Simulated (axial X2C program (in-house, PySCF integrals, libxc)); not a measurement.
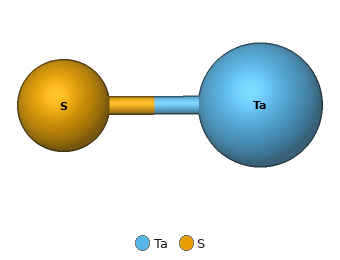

*The molecule at the reference distance of 2.081 Å.*

## Run report: TaS⁺, relativistic diatomic calculation

TaS⁺, single determinant with M_S = 1 and |Λ| = 2. Level asked for: HF, spin-free X2C-1e, Ta dyall-cv3z, S dyall-av3z (cores contracted) (axial X2C program (in-house, PySCF integrals, libxc)).

## The input
```
{"zs": [73, 16], "q": 1, "bas": ["dyall-cv3z", "dyall-av3z"], "levels": ["PBE0", "HF", "TPSSh"], "cc": true, "r0": 2.2, "thr": -1.0, "nmax": 90, "npts": 10, "nst": 2, "ntry": 6}
```

The line is the task of a batch: nuclear charges, charge, bases, the levels to run, a first guess of the distance and further settings. This report covers HF without spin-orbit coupling. The log is that of the reference distance 2.081 Å.

Launched within a batch (the task file carries these settings):
```bash
python <driver script> task.json out
```

## The program's output
```
spin-free X2C-1e  HF
basis functions 247  fitting functions 1222  grid points 5078
iter        total energy     max residual
   1     -15998.600544309     1.04e+00
   2     -15998.649935338     2.58e-02
   3     -15998.652820543     1.32e-01
   4     -15998.655116186     1.57e-02
   5     -15998.655742341     1.78e-02
   6     -15998.656874516     5.31e-02
   7     -15998.657612222     3.15e-02
   8     -15998.658053246     1.98e-03
   9     -15998.658196240     9.48e-03
  10     -15998.658242652     4.90e-03
  11     -15998.658265632     5.72e-04
  12     -15998.658270041     1.05e-03
  13     -15998.658270937     3.79e-04
  14     -15998.658271173     8.68e-05
  15     -15998.658271248     1.36e-04
  16     -15998.658271266     5.16e-05
  17     -15998.658271275     2.47e-05
  18     -15998.658271283     6.08e-05
  19     -15998.658271288     4.24e-05
  20     -15998.658271289     9.57e-06
  21     -15998.658271289     1.66e-06
converged
one-electron -22540.63058929  Coulomb 6585.73501575  exact exchange -340.77326111  xc functional 0.00000000  nuclear repulsion 297.01056336
correlated 10  virtual 316  natural virtual 90  E(MP2) -0.253348636  MP2 remainder -0.007806585
iter   CCSD correlation   residual
   1     -0.246303384   1.66e-01
   2     -0.255860721   9.06e-02
   3     -0.261740134   4.59e-02
   4     -0.263605857   2.56e-02
   5     -0.264852543   1.29e-02
   6     -0.265037929   4.11e-03
   7     -0.265103769   1.29e-03
   8     -0.265121540   4.55e-04
   9     -0.265116448   2.14e-04
  10     -0.265120972   1.02e-04
  11     -0.265118836   5.03e-05
  12     -0.265119781   2.23e-05
  13     -0.265119525   1.00e-05
  14     -0.265119386   4.10e-06
  15     -0.265119301   1.99e-06
  16     -0.265119229   1.04e-06
  17     -0.265119190   4.99e-07
  18     -0.265119171   2.46e-07
(T) -0.01899921916715125  T1 0.0800  D1 0.1407  max T2 0.070
```

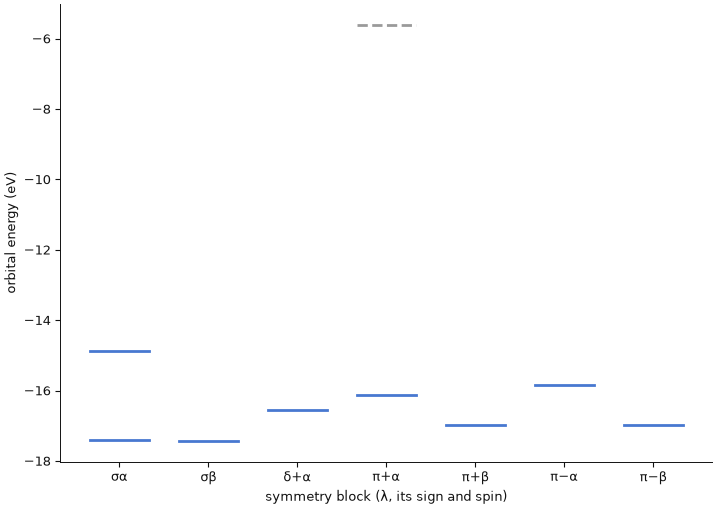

*Orbital energies near the frontier at 2.08 Å, filled (solid) and empty (dashed); a label such as π−α means λ = −1 and α spin.*

The highest filled orbital (σα; 49 % Ta s, 26 % Ta d) lies at −14.87 eV, the lowest empty one (π+α; 46 % Ta p, 26 % Ta d) at −5.60 eV.

## Outcome

```tsv
quantity	value
outcome	not converged in a step after the SCF shown
largest ⟨S²⟩ along the curve	2.80
hardware	1 thread of Arm Neoverse V1, 24 GiB of memory available, shared host
wall time	8.7 s
peak memory	0.73 GiB
```

## Diagnosis

The SCF whose log is shown converged, but a later step did not. The run therefore gave no full result. Hartree–Fock lacks correlation, so it usually binds too weakly. ⟨S²⟩ reaches 2.80 where a pure state of this multiplicity has 2.00, so the determinant is spin-contaminated.
